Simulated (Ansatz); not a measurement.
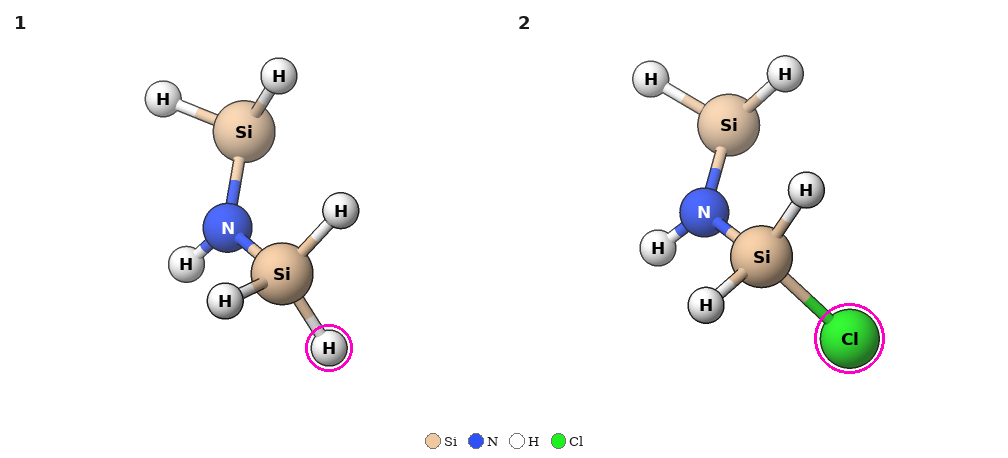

2 molecules with one skeleton, seen from the same side and at one scale; the atom that differs is circled. Each species is neutral and a spin doublet. Computed geometries: PBE0-D4/def2-TZVP optimisations, one conformation each. Properties computed with Ansatz 0.2.0.

One atom differs, called X below: H in panel 1, Cl in panel 2. Their formulas are H6NSi2 (`[SiH2]N[SiH3]`), ClH5NSi2 (`[SiH2]N[SiH2]Cl`).

### In which is the harmonic zero-point energy higher (PBE0-D4/def2-TZVP)?

In panel 1 (X = H).

### In which is the length of X–Si larger (PBE0-D4/def2-TZVP)?

In panel 2 (X = Cl).

Give the values. With PBE0-D4/def2-TZVP: length of X–Si (Å), mean angle H–Si–X (°), harmonic zero-point energy (kJ/mol). With ωB97M-V/def2-TZVPP: dipole moment (D).

```tsv
quantity	1 (H)	2 (Cl)	2 − 1
length of X–Si (Å)	1.488	2.062	+0.574
mean angle H–Si–X (°)	108.5	106.5	−2.0
dipole moment (D)	1.06	1.61	+0.55
harmonic zero-point energy (kJ/mol)	148.5	134.3	−14.2
```
